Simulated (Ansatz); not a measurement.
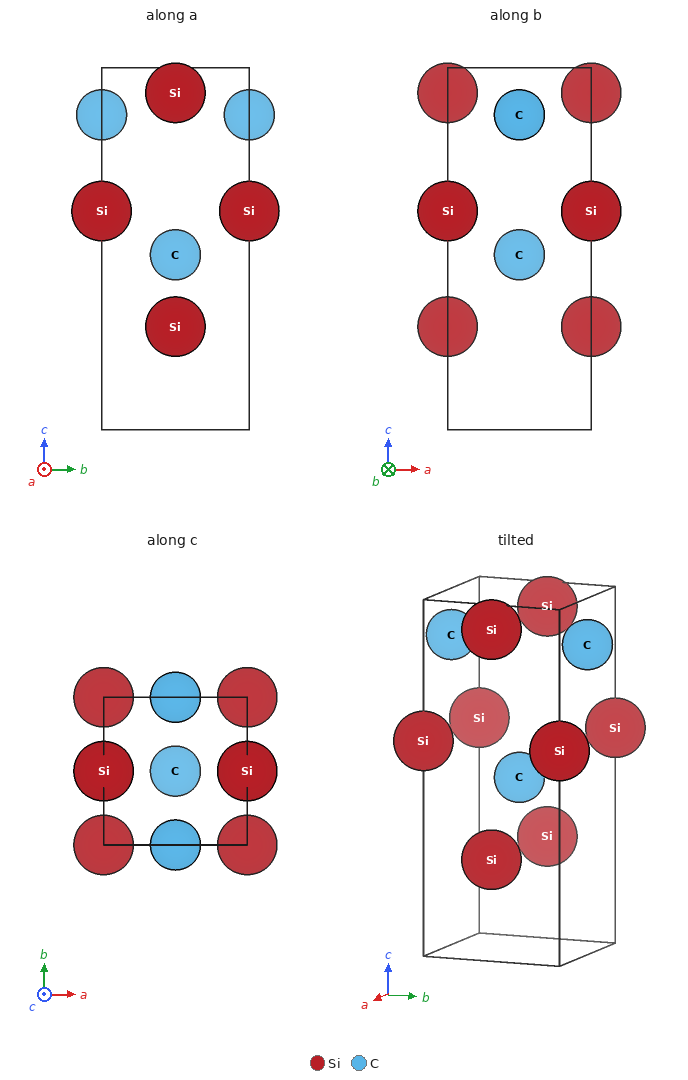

Shown here is a spheres-only view of the crystal, taken along the a axis, along the b axis, along the c axis and slightly off an axis. The lines enclose the conventional unit cell; boundary atoms appear with their images.

Lattice parameters: a = 2.7380 Å, b = 2.8157 Å, c = 6.9048 Å, α = 90.000°, β = 90.000°, γ = 90.000°.

**Set out the cell and atoms as a CIF with its space group and independent sites, with free fractional coordinates to two decimals.**

```cif
data_structure
_symmetry_space_group_name_H-M 'P m m 2'
_symmetry_Int_Tables_number 25
_cell_length_a 2.7380
_cell_length_b 2.8157
_cell_length_c 6.9048
_cell_angle_alpha 90.000
_cell_angle_beta 90.000
_cell_angle_gamma 90.000
_cell_volume 53.23
loop_
_atom_site_label
_atom_site_type_symbol
_atom_site_symmetry_multiplicity
_atom_site_Wyckoff_symbol
_atom_site_fract_x
_atom_site_fract_y
_atom_site_fract_z
_atom_site_occupancy
Si1 Si 1 b 0.00 0.50 0.28 1
Si2 Si 1 b 0.00 0.50 0.93 1
Si3 Si 1 a 0.00 0.00 0.60 1
C1 C 1 c 0.50 0.00 0.87 1
C2 C 1 d 0.50 0.50 0.48 1
```

The cell started as a structure type filled with these elements by a generator (whether the compound takes this form wasn't checked). Earlier steps of the study may have refined or changed the cell and positions. A calculation with Ansatz used it as input.
